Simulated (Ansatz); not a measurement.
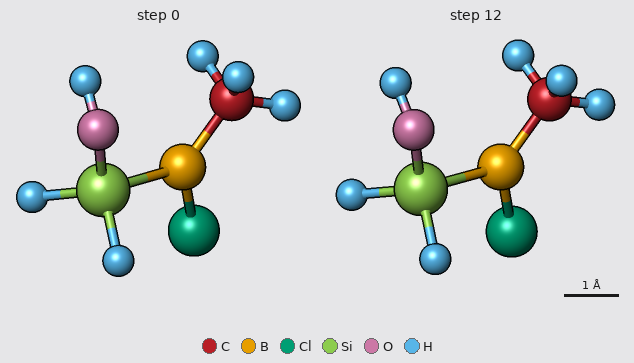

The structure of CH$_{6}$BClOSi before (left) and after (right) a relaxation, at one scale.

Style: ball-and-stick. Shown from a free direction.

The start comes from PBE-D4/def2-SVP.

These are results of Ansatz 0.2.0, RKS PBE0-D4/def2-TZVP, not measurements. Settings: force threshold 0.005 eV/Å; at most 150 steps.

Question: Describe what moved and what it gained.

Answer: An H atom moves most after the best rigid fit: 0.14 Å. By element the largest moves are H 0.14 Å, Cl 0.06 Å, O 0.04 Å, B 0.03 Å, C 0.02 Å, Si 0.02 Å. Among the contacts that change: O–Si 1.696 → 1.657 Å, H–Si 1.516 → 1.495 Å, C–H 1.118 → 1.101 Å, B–Cl 1.778 → 1.761 Å. Among the angles between lasting bonds that change: Si–O–H 114.4° → 117.6°. The energy falls by 5.42 kJ/mol in 12 geometry steps. The largest force component goes from 0.97 to 0.0039 eV/Å. The run took 40 s on 4 threads of Arm Neoverse V2 (shared host).
